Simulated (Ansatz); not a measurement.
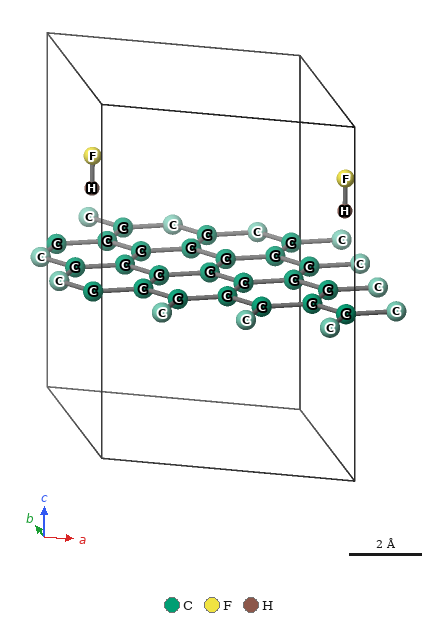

The starting structure (ball-and-stick view of the cell of the calculation, with the vacuum cut short, seen slightly off an axis; neighbours outside the cell are drawn fainter).

Run report: C$_{18}$HF, nudged elastic band (part 1 of 2)

The run: nudged elastic band of C$_{18}$HF (slab, 20 atoms in the cell). Method and program: DFT PBE, scalar-relativistic, plane waves, PAW, no spin polarisation (Ansatz 0.2.0).

One setting was made poor on purpose. It belongs to a series of runs on one base structure; here: band between the two ends.

## Output
```
Warning: neb: disabling space-group detection — the band's intermediate images generally break the endpoint symmetry, so no spatial operation reduces the k-mesh or symmetrises the density, except that a semilocal band can use its path's symmetry ahead of convergence; time reversal is kept, so that k and −k are solved as one point where they differ and the mesh holds both, and exact exchange and, on two spinor components, a DFT+U term hold to it where the run has them: on two components no moment then forms, and a state that bears one, which a typed moment (crystal.atoms[].spin; refused beside efield: under a hybrid functional) reaches, can lie lower, under hf by electronvolts; crystal.symmetry.detect: false (a key that needs symmetry detection or time reversal refuses this as the deck is read) with time_reversal: false beside it drops time reversal too
Engine: ansatz 0.2.0, x86_64-unknown-linux-gnu
Pseudopotentials: kind: paw
Pseudopotential: C, paw, valence charge 4, recommended cutoff 420 eV (normal), C.paw.azcp
Pseudopotential: F, paw, valence charge 7, recommended cutoff 420 eV (normal), F.paw.azcp
Pseudopotential: H, paw, valence charge 1, recommended cutoff 420 eV (normal), H.paw.azcp
Functional definition: PBE
  parameter kappa = 0.804
  parameter beta = 0.06672455060314922
  exchange = pbe_x(kappa = kappa, mu = beta*pi^2/3)
  correlation = pbe_c(beta = beta)
NEB image 0
Crystal: 20 atoms, lattice volume = 568.775 Å³
Basis set: ecut = 420 eV, 11177 PW (Γ), exchange–correlation on 100×100×162 points (8 copies of the dense FFT grid, shifted against one another)
Bands: 60, of which v1, the nominal top of the filled ones, is band 40 counted from 1 (39 counted from 0)
Symmetry: 1 space group operations
k-points: 4
Non-local potential: C, projectors of the file, l = 0: 2, l = 1: 2, l = 2: 1
Non-local potential: F, projectors of the file, l = 0: 2, l = 1: 2, l = 2: 1
Non-local potential: H, projectors of the file, l = 0: 2, l = 1: 1
PAW form: soft (Blöchl's): semilocal exchange-correlation on the pseudo side does not see the compensation charge
PAW one-centre angular grid: C, 110 points (default); XC on 64 Gauss nodes
PAW one-centre angular grid: F, 110 points (default); XC on 64 Gauss nodes
PAW one-centre angular grid: H, 110 points (default); XC on 64 Gauss nodes
Initial density: superposition of atomic densities (neutral atoms: chi_scale 0, normalization atom), corrected by the library's trained network
Initial wavefunctions: pseudopotential atomic-orbital guess
Functional: x = pbe(κ = 0.804, μ = 0.2195149727645171), c = pbe(β = 0.06672455060314922)
SCF iter   1: F=—  HF=-5340.786347 eV  |F-HF|=—  |Δ(HF+E_count)|=         —  Δρ=3.59e-3  dr2=8.06e-2  ethr=1.77e-3  ⟨swp⟩=12.5  Hψ=1553  notcnv=0  defer=24
preconditioner: auto → Resta (q_TF=auto, 1.968 Å⁻¹)  ε∞=1.9  [insulator: Δε(μ)=0.221 eV  Ē_g=14.381 eV  σ=0.020 eV  W_gap=1.00  n_scr=72 (ndim 8)  ℏωp=13.8 eV  f_vac=0.646  D(μ)=0.00/eV (n_scr^D=0)  ε∞_Penn≈1.9  vacuum switching on, ρ_ref=1.5e-2 e/Å³]
SCF iter   2: F=—  HF=-5340.770106 eV  |F-HF|=—  |Δ(HF+E_count)|=   1.62e-2  Δρ=1.72e-3  dr2=1.37e-2  ethr=1.01e-4  ⟨swp⟩=2.2  Hψ=457  notcnv=0  defer=61
SCF iter   3: F=—  HF=-5340.770691 eV  |F-HF|=—  |Δ(HF+E_count)|=   5.85e-4  Δρ=8.25e-4  dr2=2.84e-3  ethr=1.72e-5  ⟨swp⟩=2.5  Hψ=361  notcnv=0  defer=61
SCF iter   4: F=—  HF=-5340.771556 eV  |F-HF|=—  |Δ(HF+E_count)|=   8.65e-4  Δρ=1.96e-4  dr2=1.90e-4  ethr=3.54e-6  ⟨swp⟩=2.8  Hψ=326  notcnv=0  defer=61
SCF iter   5: F=—  HF=-5340.771816 eV  |F-HF|=—  |Δ(HF+E_count)|=   2.60e-4  Δρ=1.32e-4  dr2=9.23e-5  ethr=2.38e-7  ⟨swp⟩=2.5  Hψ=433  notcnv=0  defer=55
SCF iter   6: F=—  HF=-5340.771835 eV  |F-HF|=—  |Δ(HF+E_count)|=   1.86e-5  Δρ=2.59e-5  dr2=2.41e-6  ethr=1.15e-7  ⟨swp⟩=2.5  Hψ=339  notcnv=0  defer=55
SCF iter   7: F=—  HF=-5340.771836 eV  |F-HF|=—  |Δ(HF+E_count)|=   1.22e-6  Δρ=7.61e-6  dr2=2.91e-7  ethr=3.01e-9  ⟨swp⟩=2.0  Hψ=310  notcnv=0  defer=55
SCF iter   8: F=-5340.771836 eV  HF=-5340.771836 eV  |F-HF|=5.97e-9  |Δ(HF+E_count)|=   1.60e-7  Δρ=2.58e-6  dr2=4.74e-8  ethr=1.25e-10  ⟨swp⟩=5.0  Hψ=815  notcnv=0
SCF 1 converged in 8 iterations: F = -5340.771836 eV  dr2 = 4.74e-8
  greatest PAW one-centre occupation: 0.932 electrons in one spin orbital (limit 2), on the F atom at site 18 (counted from 0), in its partial waves of l = 0
NSCF: frozen V_eff on 4 k-points
NEB image 5
SCF iter   1: F=—  HF=-5338.566174 eV  |F-HF|=—  |Δ(HF+E_count)|=         —  Δρ=4.08e-3  dr2=1.16e-1  ethr=1.77e-3  ⟨swp⟩=13.0  Hψ=1649  notcnv=0  defer=29
preconditioner: auto → Resta (q_TF=auto, 1.968 Å⁻¹)  ε∞=1.9  [insulator: Δε(μ)=0.354 eV  Ē_g=14.271 eV  σ=0.020 eV  W_gap=1.00  n_scr=72 (ndim 8)  ℏωp=13.8 eV  f_vac=0.657  D(μ)=0.00/eV (n_scr^D=0)  ε∞_Penn≈1.9  vacuum switching on, ρ_ref=1.5e-2 e/Å³]
SCF iter   2: F=—  HF=-5338.546136 eV  |F-HF|=—  |Δ(HF+E_count)|=   2.00e-2  Δρ=2.17e-3  dr2=2.61e-2  ethr=1.45e-4  ⟨swp⟩=2.2  Hψ=403  notcnv=0  defer=63
SCF iter   3: F=—  HF=-5338.543193 eV  |F-HF|=—  |Δ(HF+E_count)|=   2.94e-3  Δρ=1.06e-3  dr2=6.13e-3  ethr=3.27e-5  ⟨swp⟩=2.2  Hψ=311  notcnv=0  defer=63
SCF iter   4: F=—  HF=-5338.543810 eV  |F-HF|=—  |Δ(HF+E_count)|=   6.17e-4  Δρ=3.10e-4  dr2=4.12e-4  ethr=7.66e-6  ⟨swp⟩=2.2  Hψ=307  notcnv=0  defer=63
SCF iter   5: F=—  HF=-5338.544079 eV  |F-HF|=—  |Δ(HF+E_count)|=   2.69e-4  Δρ=1.34e-4  dr2=8.65e-5  ethr=5.15e-7  ⟨swp⟩=2.2  Hψ=339  notcnv=0  defer=63
SCF iter   6: F=—  HF=-5338.544178 eV  |F-HF|=—  |Δ(HF+E_count)|=   9.92e-5  Δρ=3.77e-5  dr2=6.86e-6  ethr=1.08e-7  ⟨swp⟩=2.2  Hψ=300  notcnv=0  defer=63
SCF iter   7: F=—  HF=-5338.544179 eV  |F-HF|=—  |Δ(HF+E_count)|=   1.04e-6  Δρ=1.12e-5  dr2=5.54e-7  ethr=8.58e-9  ⟨swp⟩=2.0  Hψ=308  notcnv=0  defer=63
SCF iter   8: F=—  HF=-5338.544179 eV  |F-HF|=—  |Δ(HF+E_count)|=   5.88e-7  Δρ=5.25e-6  dr2=1.16e-7  ethr=1.25e-10  ⟨swp⟩=5.0  Hψ=860  notcnv=0
SCF iter   9: F=-5338.544180 eV  HF=-5338.544179 eV  |F-HF|=1.59e-8  |Δ(HF+E_count)|=   1.25e-7  Δρ=1.66e-6  dr2=1.02e-8  ethr=1.25e-10  ⟨swp⟩=5.0  Hψ=746  notcnv=0
SCF 2 converged in 9 iterations: F = -5338.544180 eV  dr2 = 1.02e-8
  greatest PAW one-centre occupation: 0.934 electrons in one spin orbital (limit 2), on the F atom at site 18 (counted from 0), in its partial waves of l = 0
NSCF: frozen V_eff on 4 k-points
NEB end point (image 0): max|allowed force component| = 2.074e-2 eV/Å (the criterion of neb.relax_end_points is 1.000e-2)
NEB end point (image 5): max|allowed force component| = 2.496e-2 eV/Å (the criterion of neb.relax_end_points is 1.000e-2)
NEB image 1
SCF iter   1: F=—  HF=-5340.591215 eV  |F-HF|=—  |Δ(HF+E_count)|=         —  Δρ=3.41e-3  dr2=7.30e-2  ethr=1.77e-3  ⟨swp⟩=13.5  Hψ=1611  notcnv=0  defer=23
preconditioner: auto → Resta (q_TF=auto, 1.968 Å⁻¹)  ε∞=1.9  [insulator: Δε(μ)=0.132 eV  Ē_g=14.333 eV  σ=0.020 eV  W_gap=1.00  n_scr=72 (ndim 8)  ℏωp=13.8 eV  f_vac=0.648  D(μ)=0.00/eV (n_scr^D=0)  ε∞_Penn≈1.9  vacuum switching on, ρ_ref=1.5e-2 e/Å³]
SCF iter   2: F=—  HF=-5340.579859 eV  |F-HF|=—  |Δ(HF+E_count)|=   1.14e-2  Δρ=1.78e-3  dr2=1.48e-2  ethr=9.13e-5  ⟨swp⟩=2.5  Hψ=477  notcnv=0  defer=54
[...]
  greatest PAW one-centre occupation: 0.931 electrons in one spin orbital (limit 2), on the F atom at site 18 (counted from 0), in its partial waves of l = 0
NEB image 2
preconditioner: auto → LDOS  [insulator: Δε(μ)=0.052 eV  Ē_g=14.477 eV  σ=0.020 eV  W_gap=0.93  n_scr=72 (ndim 8)  ℏωp=13.9 eV  f_vac=0.649  D(μ)=5.83/eV (n_scr^D=22)  ε∞_Penn≈1.9  β→1.0]
NEB image 3
preconditioner: auto → LDOS  [metal: Δε(μ)=0.019 eV  Ē_g=14.355 eV  σ=0.020 eV  W_gap=0.49  n_scr=72 (ndim 8)  ℏωp=13.9 eV  f_vac=0.651  D(μ)=22.62/eV (n_scr^D=184)  β→1.0]
NEB image 4
preconditioner: auto → Resta (q_TF=auto, 1.968 Å⁻¹)  ε∞=1.9  [insulator: Δε(μ)=0.204 eV  Ē_g=14.390 eV  σ=0.020 eV  W_gap=1.00  n_scr=72 (ndim 8)  ℏωp=13.9 eV  f_vac=0.653  D(μ)=0.00/eV (n_scr^D=0)  ε∞_Penn≈1.9  vacuum switching on, ρ_ref=1.5e-2 e/Å³]
  greatest PAW one-centre occupation: 0.933 electrons in one spin orbital (limit 2), on the F atom at site 18 (counted from 0), in its partial waves of l = 0
NEB iter   1: max|band force component| = 4.009e0 eV/Å  barrier→ = 3.7814 eV  barrier← = 1.5538 eV  Δτ_max = 0.2000 Å  (71 SCF iters)
NEB image 1
Initial density: handed on by an earlier stage of this run
Initial wavefunctions: those handed on with the density
preconditioner: auto → Resta (q_TF=auto, 1.968 Å⁻¹)  ε∞=1.9  [insulator: Δε(μ)=0.142 eV  Ē_g=14.236 eV  σ=0.020 eV  W_gap=1.00  n_scr=72 (ndim 8)  ℏωp=13.8 eV  f_vac=0.651  D(μ)=0.00/eV (n_scr^D=0)  ε∞_Penn≈1.9  vacuum switching on, ρ_ref=1.5e-2 e/Å³]
NEB image 2
preconditioner: auto → LDOS  [insulator: Δε(μ)=0.052 eV  Ē_g=14.554 eV  σ=0.020 eV  W_gap=0.93  n_scr=72 (ndim 8)  ℏωp=13.9 eV  f_vac=0.654  D(μ)=5.32/eV (n_scr^D=22)  ε∞_Penn≈1.9  β→1.0]
  greatest PAW one-centre occupation: 0.930 electrons in one spin orbital (limit 2), on the F atom at site 18 (counted from 0), in its partial waves of l = 0
NEB image 3
preconditioner: auto → LDOS  [insulator: Δε(μ)=0.053 eV  Ē_g=14.377 eV  σ=0.020 eV  W_gap=0.94  n_scr=72 (ndim 8)  ℏωp=13.9 eV  f_vac=0.656  D(μ)=5.60/eV (n_scr^D=22)  ε∞_Penn≈1.9  β→1.0]
NEB image 4
preconditioner: auto → Resta (q_TF=auto, 1.968 Å⁻¹)  ε∞=1.9  [insulator: Δε(μ)=0.179 eV  Ē_g=14.359 eV  σ=0.020 eV  W_gap=1.00  n_scr=72 (ndim 8)  ℏωp=13.9 eV  f_vac=0.659  D(μ)=0.00/eV (n_scr^D=0)  ε∞_Penn≈1.9  vacuum switching on, ρ_ref=1.5e-2 e/Å³]
NEB iter   2: max|band force component| = 3.387e0 eV/Å  barrier→ = 2.9999 eV  barrier← = 0.7723 eV  Δτ_max = 0.2000 Å  (47 SCF iters)
[... from here on the SCF iterations and repeated set-up lines of each step are left out, up to the last step ...]
NEB image 1
NEB image 2
NEB image 3
NEB image 4
NEB iter   3: max|band force component| = 1.214e1 eV/Å  barrier→ = 2.8823 eV  barrier← = 0.6546 eV  Δτ_max = 0.1007 Å  (42 SCF iters)
NEB image 1
NEB image 2
NEB image 3
NEB image 4
NEB iter   4: max|band force component| = 2.420e0 eV/Å  barrier→ = 2.8283 eV  barrier← = 0.6006 eV  Δτ_max = 0.2000 Å  (39 SCF iters)
NEB image 1
NEB image 2
NEB image 3
NEB image 4
NEB iter   5: max|band force component| = 1.588e0 eV/Å  barrier→ = 2.7835 eV  barrier← = 0.5559 eV  Δτ_max = 0.2000 Å  (36 SCF iters)
NEB image 1
NEB image 2
NEB image 3
NEB image 4
NEB iter   6: max|band force component| = 9.508e-1 eV/Å  barrier→ = 2.8009 eV  barrier← = 0.5732 eV  Δτ_max = 0.2000 Å  (35 SCF iters)
NEB image 1
NEB image 2
NEB image 3
NEB image 4
NEB iter   7: max|band force component| = 5.255e0 eV/Å  barrier→ = 2.8531 eV  barrier← = 0.6255 eV  Δτ_max = 0.0995 Å  (33 SCF iters)
NEB image 1
NEB image 2
NEB image 3
NEB image 4
NEB iter   8: max|band force component| = 6.998e-1 eV/Å  barrier→ = 2.8400 eV  barrier← = 0.6123 eV  Δτ_max = 0.0431 Å  (30 SCF iters)
NEB image 1
NEB image 2
NEB image 3
NEB image 4
NEB iter   9: max|band force component| = 2.760e-1 eV/Å  barrier→ = 2.8292 eV  barrier← = 0.6015 eV  Δτ_max = 0.0449 Å  (29 SCF iters)
NEB image 1
NEB image 2
NEB image 3
NEB image 4
NEB iter  10: max|band force component| = 1.800e-1 eV/Å  barrier→ = 2.8231 eV  barrier← = 0.5955 eV  Δτ_max = 0.1038 Å  (31 SCF iters)
NEB image 1
NEB image 2
NEB image 3
NEB image 4
NEB iter  11: max|band force component| = 1.255e-1 eV/Å  barrier→ = 2.8167 eV  barrier← = 0.5891 eV  Δτ_max = 0.1034 Å  (31 SCF iters)
NEB image 1
NEB image 2
NEB image 3
NEB image 4
NEB iter  12: max|band force component| = 1.500e-1 eV/Å  barrier→ = 2.8112 eV  barrier← = 0.5836 eV  Δτ_max = 0.0519 Å  (30 SCF iters)
NEB image 1
NEB image 2
NEB image 3
NEB image 4
NEB iter  13: max|band force component| = 2.419e-1 eV/Å  barrier→ = 2.8064 eV  barrier← = 0.5787 eV  Δτ_max = 0.0260 Å  (30 SCF iters)
NEB image 1
NEB image 2
NEB image 3
NEB image 4
NEB iter  14: max|band force component| = 1.245e-1 eV/Å  barrier→ = 2.8073 eV  barrier← = 0.5796 eV  Δτ_max = 0.0256 Å  (26 SCF iters)
NEB image 1
NEB image 2
NEB image 3
NEB image 4
NEB iter  15: max|band force component| = 5.106e-2 eV/Å  barrier→ = 2.8081 eV  barrier← = 0.5804 eV  Δτ_max = 0.0259 Å  (24 SCF iters)
NEB image 1
preconditioner: auto → Resta (q_TF=auto, 1.968 Å⁻¹)  ε∞=1.9  [insulator: Δε(μ)=0.196 eV  Ē_g=14.242 eV  σ=0.020 eV  W_gap=1.00  n_scr=72 (ndim 8)  ℏωp=13.8 eV  f_vac=0.649  D(μ)=0.00/eV (n_scr^D=0)  ε∞_Penn≈1.9  vacuum switching on, ρ_ref=1.5e-2 e/Å³]
NEB image 2
preconditioner: auto → Resta (q_TF=auto, 1.968 Å⁻¹)  ε∞=1.9  [insulator: Δε(μ)=0.201 eV  Ē_g=14.233 eV  σ=0.020 eV  W_gap=1.00  n_scr=72 (ndim 8)  ℏωp=13.8 eV  f_vac=0.649  D(μ)=0.00/eV (n_scr^D=0)  ε∞_Penn≈1.9  vacuum switching on, ρ_ref=1.5e-2 e/Å³]
NEB image 3
NEB image 4
NEB image 1
NSCF: frozen V_eff on 4 k-points
NEB image 2
NSCF: frozen V_eff on 4 k-points
NEB image 3
NSCF: frozen V_eff on 4 k-points
NEB image 4
NSCF: frozen V_eff on 4 k-points
the band table was solved once a step of the walk had ended and its energy, with any forces and stress, was formed, with the checks that follow a solve (1351 applications of the Hamiltonian). They found nothing against the state; the energy, forces and stress were not computed again (output.eigenvalues in the input reference)
NEB iter  16: max|band force component| = 1.677e-2 eV/Å  barrier→ = 2.8073 eV  barrier← = 0.5796 eV  Δτ_max = 0.0000 Å  (22 SCF iters)
```

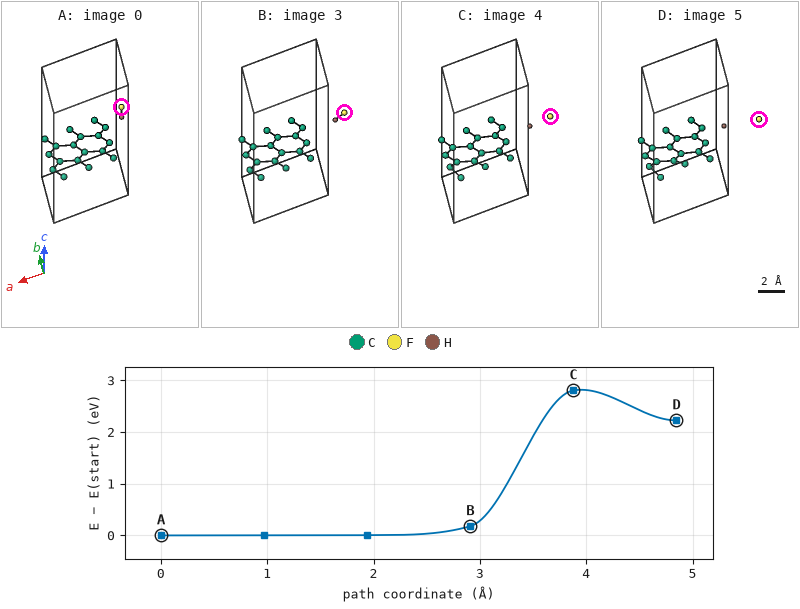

Images of the last band (counted from 0; ball-and-stick, simulation cell, with the vacuum cut short, seen at an oblique angle), with the moving atom and its periodic copies ringed, above the energy along the path; the line is a cubic interpolation that uses the forces. The highest image is number 4, 2.807 eV above the start and 0.580 eV above the end; the end lies 2.228 eV above the start. The path is 4.85 Å long, and F19 moves most (3.30 Å). The band converged in 16 iterations.

```
Free energy (F): -5337.964532 eV
Harris-Foulkes:  -5337.964532 eV  (|F-HF|=3.75e-8)
Internal energy: -5337.964532 eV  (E = F + TS)
E sigma→0 (E₀):  -5337.964532 eV
Entropy (-TS):   -0.000000 eV (-0.000 meV/atom)
Fermi energy:    -1.557752 eV
--- Per-component energies (eV) ---
  E_band       = -848.012995
  E_kinetic    = 1849.970769
  E_local      = -18304.377995  (includes V_loc(G=0)·N_el)
  E_nonlocal   = 565.934740
  E_hartree    = 8204.300049
  E_xc         = -950.353546
  E_vxc        = -1180.328717  (∫ρ·V_xc dr)
  E_paw        = -1988.152197  (= ΣΔE_a)
  E_vpaw       = -187.811575  (= ΣTr[D̂ρ^β])
  E_aug_tail   = 0.001117  (compensation charges beyond the density's cutoff)
  E_ewald      = 5284.712531
  E_smearing   = -0.000000  (= −TS)
  E_closure    = -0.000000  (closes the sum)
  Σ components = -5337.964532   (vs F -5337.964532, Δ=0.00e0)
--- Forces (eV/Å), atoms counted from 1 ---
  atom   1  C     -0.00509672    -0.00288787     0.00921488
  atom   2  C     -0.00365223     0.00453517     0.00765532
  atom   3  C     -0.01552182    -0.00866646    -0.05136907
  atom   4  C     -0.01605295    -0.00980706     0.01635428
  atom   5  C     -0.00537493    -0.00300819     0.00888332
  atom   6  C      0.00252287    -0.00555413     0.00772755
[...]
  atom   7  C      0.00475882     0.00224763    -0.00488385
  atom   8  C     -0.00522693    -0.00296702    -0.11200748
  atom   9  C     -0.00604359    -0.00671824     0.01198093
  atom  10  C     -0.00390558    -0.00272882     0.00933639
  atom  11  C     -0.00854240    -0.00198146     0.01222480
  atom  12  C     -0.00458749    -0.00202435     0.01041182
  atom  13  C     -0.01103796    -0.00299384    -0.02147794
  atom  14  C      0.00077185    -0.00019949    -0.02242854
  atom  15  C     -0.00761187    -0.00772870    -0.02344960
  atom  16  C     -0.00000326     0.00061126    -0.02431472
  atom  17  C     -0.00491517    -0.00331698     0.01763272
  atom  18  C     -0.00423690    -0.00281705     0.01475461
  atom  19  F      0.25618117     0.14906348     0.12672224
  atom  20  H     -0.16244906    -0.09306889     0.00703893
  max |Σ_I F_I| component: 2.41e-5 eV/Å
--- Band table (eV) ---
  k-point 0: bands = ["-22.0468", "-21.1429", "-18.7545", "-18.6862", "-18.6656", "-18.5718", "-18.5425", "-18.5348", "-14.4312", "-14.3513", "-14.2699", "-14.2464", "-12.2717", "-12.1832", "-11.6168", "-11.4087", "-11.3847", "-11.3229", "-11.2029", "-11.1973", "-9.5447", "-7.8932", "-7.6034", "-7.5513", "-7.5223", "-7.5096", "-7.4073", "-7.3679", "-6.3944", "-6.3045", "-6.2267", "-6.1780", "-6.1488", "-4.8265", "-4.6862", "-3.6345", "-3.2044", "-3.1501", "-2.8457", "-1.6280", "-1.4875", "-1.3487", "1.0051", "2.2205", "3.1753", "3.1760", "3.1912", "3.2897", "3.4116", "3.4480", "4.3108", "5.4243", "5.5134", "5.5353", "5.6624", "5.7611", "5.7698", "5.8403", "5.9216", "5.9268"]
  k-point 1: bands = ["-22.0310", "-20.5589", "-20.4958", "-19.2891", "-19.2274", "-16.8668", "-16.8290", "-16.7538", "-16.7267", "-15.9858", "-14.9279", "-13.2546", "-13.1140", "-13.0848", "-13.0246", "-10.0287", "-9.8079", "-9.7288", "-9.7022", "-9.5981", "-9.4363", "-9.0316", "-8.4322", "-8.1770", "-8.0797", "-8.0464", "-7.4753", "-7.0529", "-6.9889", "-6.9319", "-5.9639", "-5.8510", "-5.4999", "-4.6074", "-4.4391", "-4.2856", "-4.0855", "-3.3826", "-2.9756", "-2.7172", "-1.1199", "0.4022", "0.8708", "0.8940", "1.0325", "2.8500", "3.0404", "3.5790", "4.2737", "4.3482", "4.5938", "4.8815", "4.9393", "5.1965", "5.2498", "5.6566", "5.9470", "6.1191", "6.3321", "6.5221"]
```
